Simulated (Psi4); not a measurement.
## Run report: AlH₂SOF, single-point calculation

The run: single-point calculation of AlH₂SOF. Method and program: wB97X-D/6-31G*, RKS (Psi4 1.11).

The geometry comes from this level: PBE0-D4/def2-TZVP.

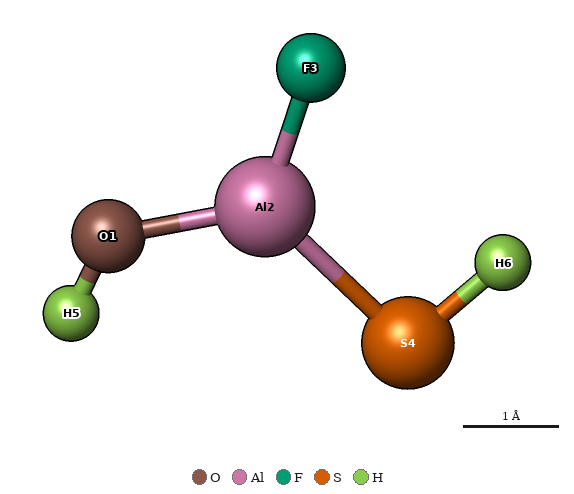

*The structure as given in the input (ball-and-stick view, seen at a tilt; atoms are numbered from 1 in the order of the input). Sticks mark near contacts.*

Bond lengths as drawn: Al–F 1.64 Å, Al–O 1.68 Å, Al–S 2.17 Å, H–O 0.95 Å and H–S 1.34 Å.

Input file (calc.py):
```python
import psi4

psi4.set_memory(1600000000)
psi4.set_num_threads(1)
psi4.set_output_file('output.dat', False)

m = psi4.geometry("""
0 1
O      1.399600    -0.456300    -1.028900
Al     0.238600    -0.260800     0.168100
F      0.421300    -1.101000     1.565700
S     -1.478600     1.043100    -0.050300
H      1.392200    -0.019300    -1.877900
H     -1.931000     0.730400     1.177100
symmetry c1
""")

psi4.set_options({
    'basis': '6-31G*',
    'reference': 'rks',
    'scf_type': 'df',
    'level_shift': 0.5,
})

result, w = psi4.energy('wb97x-d', return_wfn=True)
print(f'total energy {result:.8f} hartree = {result * 27.211386:.5f} eV')
for k, v in sorted(psi4.core.scalar_variables().items()):
    print(f'{k:45s} {v:18.10f}')
```

Command:
```bash
python calc.py
```

The program's output:
```
Psi4 1.11 release

   => Loading Basis Set <=

    Name: 6-31G*
    Role: ORBITAL
    Keyword: BASIS

   => WB97X-D: Empirical Dispersion <=

    Chai and Head-Gordon Dispersion Correction

        s6 =       1.000000

         ---------------------------------------------------------
                                   SCF
                              RKS Reference
                        1 Threads,   1525 MiB Core
         ---------------------------------------------------------

  ==> Geometry <==

    Molecular point group: c1
    Full point group: C1

    Geometry (in Angstrom), charge = 0, multiplicity = 1:

       Center              X                  Y                   Z               Mass
    ------------   -----------------  -----------------  -----------------  -----------------
         O            1.514109384793    -0.443943361824    -1.190522897590    15.994914619570
         AL           0.353109384793    -0.248443361824     0.006477102410    26.981538530000
         F            0.535809384793    -1.088643361824     1.404077102410    18.998403162730
         S           -1.364090615207     1.055456638176    -0.211922897590    31.972071174400
         H            1.506709384793    -0.006943361824    -2.039522897590     1.007825032230
         H           -1.816490615207     0.742756638176     1.015477102410     1.007825032230

  Running in c1 symmetry.

  Rotational constants: A =      0.21657  B =      0.10339  C =      0.06998 [cm^-1]
  Rotational constants: A =   6492.66815  B =   3099.47357  C =   2097.95207 [MHz]
  Nuclear repulsion =  200.495830634906071

  Charge       = 0
  Multiplicity = 1
  Electrons    = 48
  Nalpha       = 24
  Nbeta        = 24

  ==> Algorithm <==

  SCF Algorithm Type is DF.
  DIIS enabled.
  MOM disabled.
  Fractional occupation disabled.
  Guess Type is SAD.
  Energy threshold   = 1.00e-06
  Density threshold  = 1.00e-06
  Integral threshold = 1.00e-12

  ==> Primary Basis <==

  Basis Set: 6-31G*
    Blend: 6-31G*
    Number of shells: 32
    Number of basis functions: 72
    Number of Cartesian functions: 72
    Spherical Harmonics?: false
    Max angular momentum: 2

  ==> DFT Potential <==

   => LibXC <=

    Version 7.1.2

   => Composite Functional: WB97X-D <=

    wB97X-D Hyb-GGA Exchange-Correlation Functional

    Deriv               =              1
    GGA                 =           TRUE
    Meta                =          FALSE

    Exchange Hybrid     =           TRUE
    MP2 Hybrid          =          FALSE

   => Exchange-Correlation Functionals <=

    1.0000   wB97X-D range-separated functional

   => Exact (HF) Exchange <=

    0.7780            HF,LR [omega = 0.2000]
    0.2220               HF

   => LibXC Density Thresholds  <==

    XC_HYB_GGA_XC_WB97X_D:  1.00E-14

   => Molecular Quadrature <=

    Radial Scheme          =       TREUTLER
    Pruning Scheme         =           NONE
    Nuclear Scheme         =       TREUTLER

    Blocking Scheme        =         OCTREE
    BS radius alpha        =              1
    Pruning alpha          =              1
    Radial Points          =             75
    Spherical Points       =            302
    Total Points           =         130626
    Total Blocks           =           1033
    Max Points             =            256
    Max Functions          =             70
    Weights Tolerance      =       1.00E-15

   => Loading Basis Set <=

    Name: (6-31G* AUX)
    Role: JKFIT
    Keyword: DF_BASIS_SCF

  ==> Integral Setup <==

  DFHelper Memory: AOs need 0.056 GiB; user supplied 0.907 GiB.
  SCF_SUBTYPE=INCORE selected. In-core MEM_DF algorithm will be used.
  Using in-core AOs.

  ==> MemDFJK: Density-Fitted J/K Matrices <==

    J tasked:                   Yes
    K tasked:                   Yes
    wK tasked:                  Yes
    Omega:                2.000E-01
    Memory [MiB]:               928
    Algorithm:                 Core
    Schwarz Cutoff:           1E-12
    Mask sparsity (%):       1.9290
    Fitting Condition:        1E-10

   => Auxiliary Basis Set <=

  Basis Set: (6-31G* AUX)
    Blend: CC-PVDZ-JKFIT
    Number of shells: 138
    Number of basis functions: 472
    Number of Cartesian functions: 472
    Spherical Harmonics?: false
    Max angular momentum: 3

  Cached 100.0% of DFT collocation blocks in 0.211 [GiB].

  Minimum eigenvalue in the overlap matrix is 6.1248641590E-03.
  Reciprocal condition number of the overlap matrix is 1.0723661620E-03.
    Using symmetric orthogonalization.

  ==> Pre-Iterations <==

  SCF Guess: Superposition of Atomic Densities via on-the-fly atomic UHF (no occupation information).

   -------------------------
    Irrep   Nso     Nmo
   -------------------------
     A         72      72
   -------------------------
    Total      72      72
   -------------------------

  ==> Iterations <==

                           Total Energy        Delta E     RMS |[F,P]|

   @DF-RKS iter SAD:  -816.02682721948133   -8.16027e+02   0.00000e+00
   @DF-RKS iter   1:  -816.71619932812405   -6.89372e-01   1.11026e-02 DIIS/ADIIS/SHIFT
   @DF-RKS iter   2:  -816.90376736339181   -1.87568e-01   6.10285e-03 DIIS/ADIIS
   @DF-RKS iter   3:  -816.96026488083180   -5.64975e-02   7.10932e-04 DIIS/ADIIS
   @DF-RKS iter   4:  -816.96168853861184   -1.42366e-03   3.35236e-04 DIIS/ADIIS
   @DF-RKS iter   5:  -816.96193398691810   -2.45448e-04   6.19439e-05 DIIS
   @DF-RKS iter   6:  -816.96194190752158   -7.92060e-06   3.01747e-05 DIIS
   @DF-RKS iter   7:  -816.96194399692706   -2.08941e-06   5.91140e-06 DIIS
   @DF-RKS iter   8:  -816.96194411952138   -1.22594e-07   1.17926e-06 DIIS
   @DF-RKS iter   9:  -816.96194413019202   -1.06706e-08   2.67501e-07 DIIS
  Energy and wave function converged.

  ==> Post-Iterations <==

   Electrons on quadrature grid:
      Ntotal   =   47.9999675327 ; deviation = -3.247e-05

    Orbital Energies [Eh]
    ---------------------

    Doubly Occupied:

       1A    -89.041968     2A    -56.229321     3A    -24.793171
       4A    -19.272321     5A     -8.066563     6A     -6.015612
       7A     -6.011790     8A     -6.007851     9A     -4.287790
      10A     -2.830313    11A     -2.825689    12A     -2.825164
      13A     -1.245347    14A     -1.088604    15A     -0.833769
      16A     -0.610612    17A     -0.539327    18A     -0.512924
      19A     -0.494697    20A     -0.492678    21A     -0.443100
      22A     -0.421232    23A     -0.406378    24A     -0.360249

    Virtual:

      25A      0.040806    26A      0.073261    27A      0.091788
      28A      0.129888    29A      0.168793    30A      0.224632
      31A      0.248517    32A      0.254028    33A      0.346664
      34A      0.351436    35A      0.414276    36A      0.457056
      37A      0.472347    38A      0.534762    39A      0.550711
      40A      0.600735    41A      0.681697    42A      0.793295
      43A      0.806023    44A      0.847576    45A      0.849765
      46A      0.960671    47A      0.973196    48A      1.004154
      49A      1.050267    50A      1.147359    51A      1.188843
      52A      1.235931    53A      1.289748    54A      1.364412
      55A      1.370903    56A      1.383578    57A      1.474220
      58A      1.751610    59A      1.834914    60A      1.914292
      61A      1.924157    62A      1.950026    63A      2.039461
      64A      2.110901    65A      2.117676    66A      2.203410
      67A      2.568740    68A      2.578546    69A      2.710421
      70A      3.777991    71A      3.980339    72A      4.334887

    Final Occupation by Irrep:
              A
    DOCC [    24 ]
    NA   [    24 ]
    NB   [    24 ]

  @DF-RKS Final Energy:  -816.96194413019202

   => Energetics <=

    Nuclear Repulsion Energy =            200.4958306349060706
    One-Electron Energy =               -1531.8117280868243597
    Two-Electron Energy =                 560.6729258918524010
    DFT Exchange-Correlation Energy =     -46.3177091280819297
    Empirical Dispersion Energy =          -0.0012634420442456
    VV10 Nonlocal Energy =                  0.0000000000000000
    Total Energy =                       -816.9619441301920233

Computation Completed

Properties will be evaluated at   0.000000,   0.000000,   0.000000 [a0]

Properties computed using the SCF density matrix

 Multipole Moments:

 ------------------------------------------------------------------------------------
     Multipole            Electronic (a.u.)      Nuclear  (a.u.)        Total (a.u.)
 ------------------------------------------------------------------------------------

 L = 1.  Multiply by 2.5417464519 to convert [e a0] to [Debye]
 Dipole X            :          1.0286120           -1.1520706           -0.1234587
 Dipole Y            :         -1.6866229            1.9729093            0.2862864
 Dipole Z            :          1.9072134           -2.3018737           -0.3946603
 Magnitude           :                                                    0.5029500

 ------------------------------------------------------------------------------------

	total time  =          5 seconds =       0.08 minutes
```

Standard output:
```
total energy -816.96194413 hartree = -22230.66681 eV
CURRENT ENERGY                                   -816.9619441302
CURRENT REFERENCE ENERGY                         -816.9619441302
DD SOLVATION ENERGY                                 0.0000000000
DFT FUNCTIONAL TOTAL ENERGY                      -816.9606806881
DFT TOTAL ENERGY                                 -816.9619441302
DFT VV10 ENERGY                                     0.0000000000
DFT XC ENERGY                                     -46.3177091281
DISPERSION CORRECTION ENERGY                       -0.0012634420
GRID ELECTRONS ALPHA                               23.9999837663
GRID ELECTRONS BETA                                23.9999837663
GRID ELECTRONS TOTAL                               47.9999675327
NUCLEAR REPULSION ENERGY                          200.4958306349
ONE-ELECTRON ENERGY                             -1531.8117280868
PCM POLARIZATION ENERGY                             0.0000000000
PE ENERGY                                           0.0000000000
SCF ITERATION ENERGY                             -816.9619441302
SCF ITERATIONS                                      9.0000000000
SCF TOTAL ENERGY                                 -816.9619441302
TWO-ELECTRON ENERGY                               560.6729258919
WB97X-D DISPERSION CORRECTION ENERGY               -0.0012634420
XC GRID RADIAL POINTS                              75.0000000000
XC GRID SPHERICAL POINTS                          302.0000000000
XC GRID TOTAL POINTS                           130626.0000000000
```

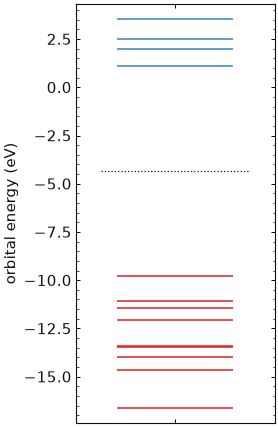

*Orbital energies near the frontier; the dotted line parts filled from empty levels, and levels within 0.02 eV of each other stand side by side.*

Highest filled −9.80 eV, lowest empty 1.11 eV, 10.91 eV apart.

Summary:

- outcome: converged
- total energy: −816.961944 hartree
- dispersion energy: −0.001263 hartree
- basis functions: 72
- HOMO: −9.80 eV
- LUMO: 1.11 eV
- dipole moment: 1.28 D
- hardware: 1 thread of Intel Xeon @ 2.50GHz (Skylake/Cascade Lake), 192 GiB of memory available, shared host
- wall time: 6.6 s
- peak memory: 0.48 GiB
